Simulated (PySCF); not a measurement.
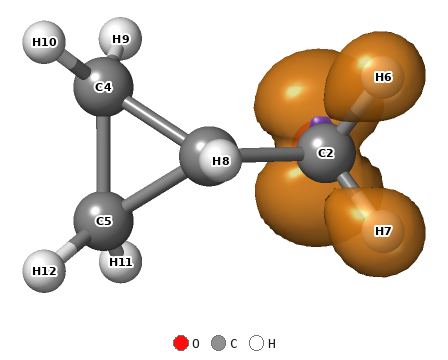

Figure. C4H7O (SMILES [O]CC1CC1) (doublet). Isosurfaces of the spin density at +0.05 (orange) and −0.05 e/Å³ (purple), seen across its widest extent.

Geometry: GFN2-xTB.

Computed with PySCF, UKS B3LYP, pcH-1 on C H O, non-relativistic, mean-field spin-orbit, GIAO.

```xyz
12

O     1.3850   -0.4880   -1.4161
C     1.4183   -0.1740   -0.1466
C     0.1071    0.1252    0.5458
C    -0.9751    0.8008   -0.2583
C    -1.1149   -0.6367    0.0980
H     2.1196    0.6876    0.0171
H     1.9617   -0.9693    0.4309
H     0.2027    0.3769    1.5945
H    -0.7162    1.0349   -1.2802
H    -1.5997    1.5310    0.2329
H    -0.9479   -1.3601   -0.6862
H    -1.8395   -0.9291    0.8422
```

> Where is the unpaired spin?

The unpaired spin (1 electron) lies mostly on O1 (about 0.7), H6 (about 0.1) and H7 (about 0.1), in electrons by Hirshfeld's partition.
